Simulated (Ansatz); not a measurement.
## Electronic structure of BFGaH3 in real space

The calculation's input:

```
crystal:
  periodic: [false, false, false]
  atoms:
    - { symbol: B, position_ang: [-0.78576, 0.49069, -0.71702] }
    - { symbol: Ga, position_ang: [0.60628, -0.1411, 0.7087] }
    - { symbol: F, position_ang: [1.10911, -1.79116, 0.29168] }
    - { symbol: H, position_ang: [-1.91607, 0.2266, -0.59256] }
    - { symbol: H, position_ang: [-0.42889, 0.98741, -1.71175] }
    - { symbol: H, position_ang: [1.41533, 0.22756, 2.02095] }
basis:
  gaussian: { orbitals: def2-SVP }
hamiltonian:
  xc: pbe0
relax:
  f_tol: 0.02
  max_steps: 50
output:
  orbitals: {}
```

Run with:

```sh
ansatz run input.yaml --threads 1 --pin off --max-ram 2048MiB --backend cpu --events-out ev --progress --plain --runs-dir out
```

The fields are those of the run's last geometry, not of the input's.

Level of theory: RKS PBE0/def2-SVP (Ansatz).

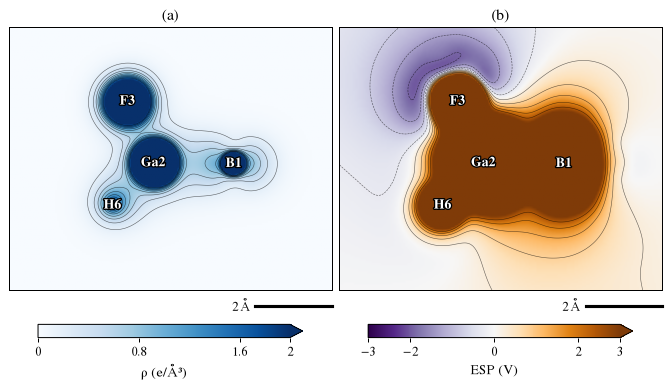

Figure 1. (a) total electron density; (b) electrostatic potential on the plane of atoms B1, Ga2 and F3.

Describe what can be read from this map.

Answer. The section cuts through B, Ga, F and H sites. Ga–F (1.77 Å): ρ is about 0.79 e/Å³ halfway. Ga–B (2.08 Å): the density is about 0.69 e/Å³ at the midpoint. Ga–H (1.57 Å): ρ at the midpoint is about 0.96 e/Å³. Outside the dense part of the molecule the potential is most negative (−2.0 V) near F3.

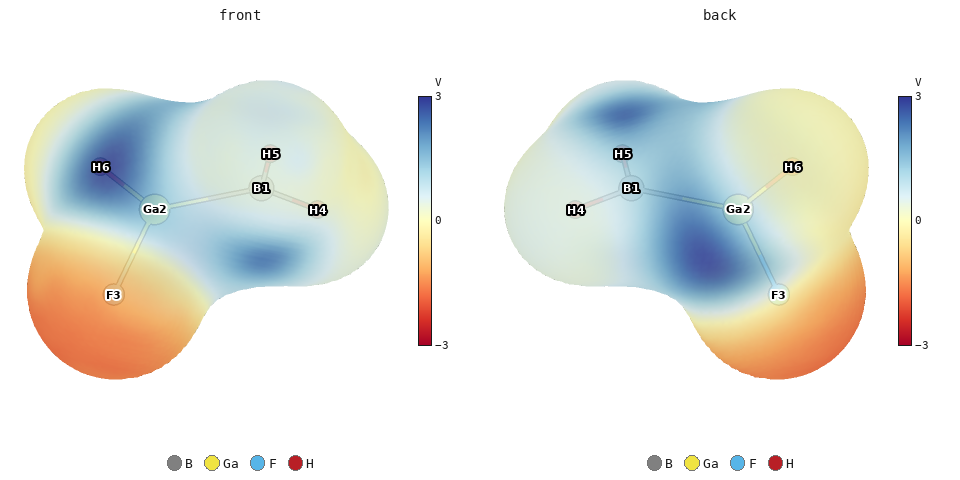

Figure 2. The molecular electrostatic potential painted on the density surface at 0.002 e/bohr³, seen from the front and from behind; red is negative and blue positive.

Which sites attract a positive test charge, and which a negative one?

Answer. A positive charge is drawn to the negative regions and a negative charge to the positive ones. The most negative region (about −1.7 V) lies over F3, the most positive (about +2.8 V) over Ga2.

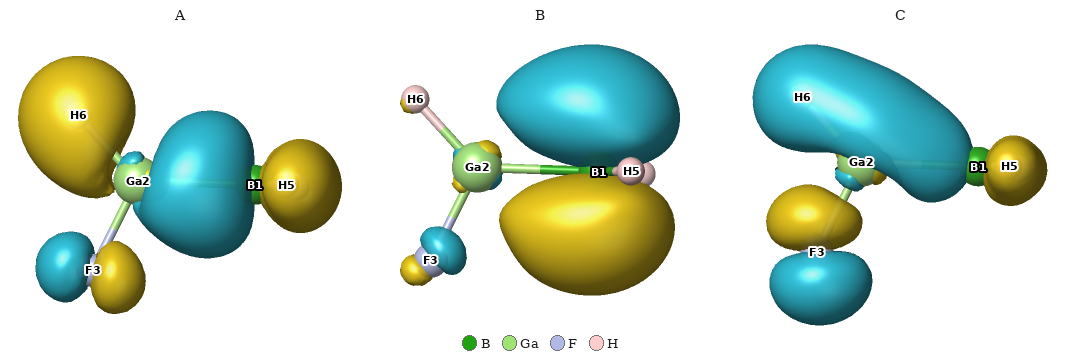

Figure 3. Three frontier orbitals at ±0.1 Å⁻³ᐟ² (yellow and cyan are the two phases), in no order.

Which picture is the HOMO−1, the HOMO and the LUMO?

Answer. C is the HOMO−1 (−10.00 eV). By Hirshfeld shares it lies mainly on F3 (about 45 %), Ga2 (about 25 %), H6 (about 15 %) and B1 (about 10 %). A is the HOMO (−7.97 eV). It lies mainly on B1 (about 30 %), Ga2 (about 30 %), H6 (about 20 %) and F3 (about 10 %). B is the LUMO (−2.71 eV). It lies mainly on B1 (about 65 %), Ga2 (about 20 %), H4 (about 5 %) and H5 (about 5 %).

What is the HOMO–LUMO gap?

Answer. 5.26 eV between the orbital energies.

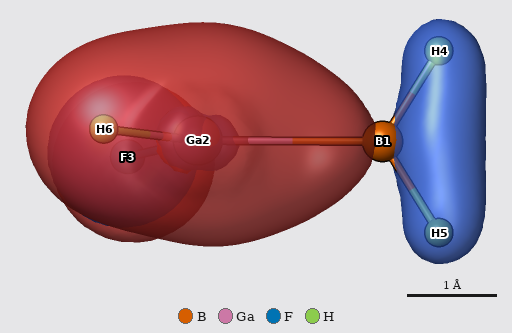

Figure 4. The HOMO−1 at ±0.1 Å⁻³ᐟ² (blue and red are the two phases), seen from one side.

Describe this orbital and give its energy.

Answer. Its weight (Hirshfeld) is mainly on F3 (about 45 %), Ga2 (about 25 %), H6 (about 15 %) and B1 (about 10 %). Its energy is −10.00 eV.
